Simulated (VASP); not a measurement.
Here is the system:

```
CELL_PARAMETERS angstrom
      4.16861     2.08275     2.08275
      2.08275     4.16861     2.08275
      2.08275     2.08275     4.16861
ATOMIC_POSITIONS crystal
  Ni 0.00000 0.00000 0.00000
  Ni 0.50000 0.50000 0.50000
  O  0.25000 0.25000 0.25000
  O  0.75000 0.75000 0.75000
```
Starting moments (μB, in the order of the record's atoms Ni Ni O O): 1.3 -1.3 0.0 0.0.

Level of theory: PBE GGA with D3 dispersion (zero damping), VASP's PBE PAW potentials (set 64) (plane waves; VASP 6.6.1). Numerical set-up: 520 eV cut-off, 10×10×10 Γ-centred mesh, tetrahedra with Blöchl corrections, potentials Ni O.

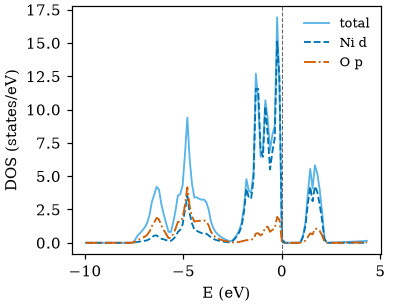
Figure. Total and projected density of states, zero at the valence-band maximum

Within 2 eV below the valence-band maximum the largest weight inside VASP's projection spheres is Ni d.

It has a band gap.

The compound is NiO in the rock salt, AFM-II order structure. It was relaxed first.
